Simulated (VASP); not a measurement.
Band structure of Re (space group P6/mmm). Method: PBE GGA, VASP's PBE PAW potentials (set 64) (plane waves; VASP).

Unless said otherwise, spin-orbit coupling is left out, though it shifts the bands of the heavy elements here.

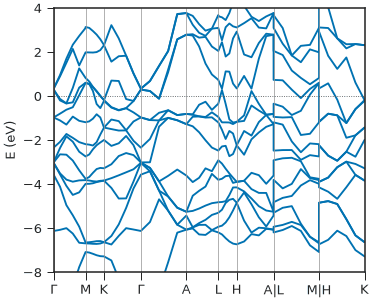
Figure: Bands along high-symmetry lines, zero at the valence-band maximum or, without a gap, the Fermi level

Question: Read the plot: is there a gap, and where are the band edges?

Answer: It has no gap at this level: it comes out as a metal or semimetal.

The structure was generated: Re was put into an ordered model structure, which need not be its known phase. The cell was not relaxed at this level. VASP warned that the highest band is occupied, so more bands are needed.
